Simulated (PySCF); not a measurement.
C7H9F3Si2, SMILES C[SiH2]c1ccc([Si](F)(F)F)cc1 at its GFN2-xTB optimised geometry (Å):

```
21

Si    -3.1882    -0.0022     0.0000
F     -3.8707    -0.7142     1.2482
F     -3.8344     1.4492     0.0000
F     -3.8334    -0.7403    -1.2501
C     -1.3272    -0.0022     0.0000
C     -0.6071     1.0256     0.6133
C      0.7736     1.0178     0.6153
C      1.4944    -0.0076     0.0105
C      0.7742    -1.0296    -0.6006
C     -0.6065    -1.0322    -0.6087
Si     3.3876    -0.0281     0.0463
C      3.9449    -0.9533     1.6086
H     -1.1393     1.8375     1.0877
H      1.3059     1.8274     1.0942
H      1.3070    -1.8372    -1.0821
H     -1.1382    -1.8375    -1.0948
H      3.8699     1.3582     0.0706
H      3.8707    -0.7153    -1.1576
H      3.5767    -1.9757     1.6156
H      5.0281    -0.9922     1.6732
H      3.5777    -0.4671     2.5085
```

Calculation: PBE0/def2-SVP (PySCF 2.14.0). Cells within 0.4 Å of a nucleus heavier than hydrogen are left out (blank, or x).

Map of the log10 of the electron density (e/bohr³), floored at −4 on the plane z = 0.0 Å:

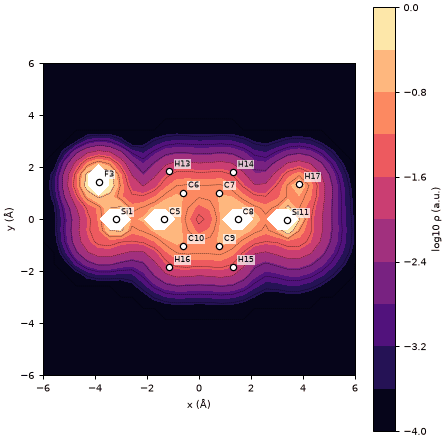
Figure: Log10 of the electron density (e/bohr³), floored at −4 on the plane z = 0.0 Å.
